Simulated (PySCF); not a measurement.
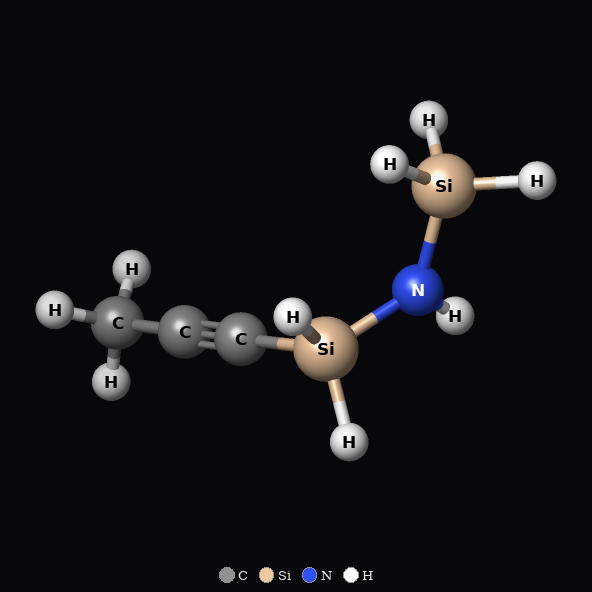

The computed structure is the end point of a PBE0-D3(BJ)/def2-SVP optimisation. No frequency run is at hand to confirm it as a minimum. Properties computed with KT3/pcSseg-1, gas phase (PySCF 2.14.0).

Predict the main results.

The species is C3H9NSi2 (`CC#C[SiH2]N[SiH3]`).
- dipole moment: 1.82 D
- HOMO energy (Kohn–Sham orbital): −6.15 eV
- LUMO energy (Kohn–Sham orbital): −1.01 eV
- HOMO–LUMO gap: 5.14 eV
